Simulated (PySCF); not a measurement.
Molecule: SMILES [Si](O)(O)(C#C[SiH2]N)O (C₂H₇NO₃Si₂). Atoms near the plane z = 0.0 Å, at the GFN2-xTB optimised geometry (x, y, z in Å): Si7 (0.0, -0.9, 0.0), N8 (-0.5, 0.8, 0.0), H12 (1.4, -0.9, 0.0), H14 (-1.4, 1.0, 0.1), H15 (-0.1, 1.4, -0.7).

Method: CAM-B3LYP/def2-TZVP (PySCF 2.14.0). Cells within 0.4 Å of a nucleus heavier than hydrogen are left out (blank, or x). The values are rescaled to run from 0 to 1.

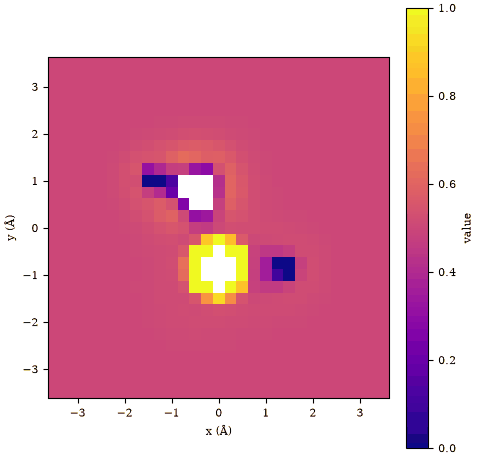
Figure. a field on the plane z = 0.0 Å.

**Question.** Which quantity is mapped?
A. deformation density (molecule minus spherical neutral atoms)
B. an orbital amplitude
C. electrostatic potential
D. Laplacian of the electron density

**Answer.** D, Laplacian of the electron density. In full: Laplacian of the electron density (e/bohr⁵), clipped to [-1.50, 1.50].
